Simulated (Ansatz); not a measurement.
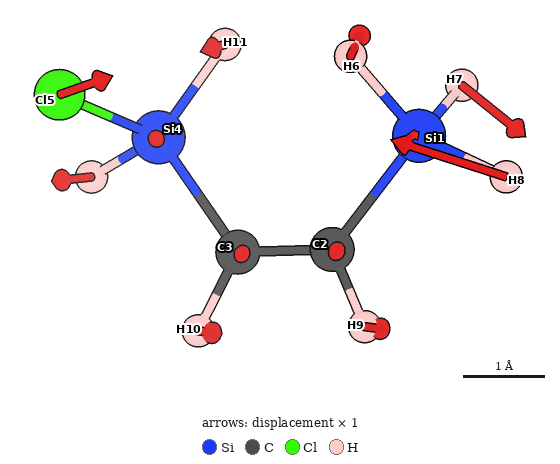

This is a relaxation of C2H7ClSi2 (coarse preliminary run). The starting structure is drawn; red arrows show the displacements, at their true length. The two geometries are superimposed by the best rigid fit.

The picture is a ball-and-stick view, seen at a tilt.

The start comes from a force field.

Level of theory: RKS PBE-D4/def2-SVP (Ansatz 0.2.0). Settings: force threshold 0.03 eV/Å; at most 200 steps.

### Atoms of which element are displaced furthest, and by how much?

Hydrogen: up to 1.66 Å, against 0.90 Å for chlorine.

### What did the optimiser do to the structure, and how much energy did it gain?

Over 29 geometry steps the energy falls by 23.9 kJ/mol. Largest force component: 0.96 eV/Å at the start, 0.027 eV/Å at the end. The forces were under the threshold at step 8, but the run went on from there. The atom that moves furthest after the best rigid fit is an H atom (1.66 Å). By element the largest moves are H 1.66 Å, Cl 0.90 Å, C 0.32 Å, Si 0.26 Å. Near-neighbour distances that change, for instance: H–Si 1.453 → 1.502 Å, Cl–Si 2.060 → 2.095 Å, H–Si 1.474 → 1.507 Å, C–Si 1.870 → 1.890 Å. Bond angles that change, for instance: C–Si–Cl 102.6° → 109.6°, H–Si–H 115.4° → 109.8°, Si–C–H 110.1° → 115.5°. Groups turn about C–Si by about 75°, C–Si by about 35°.
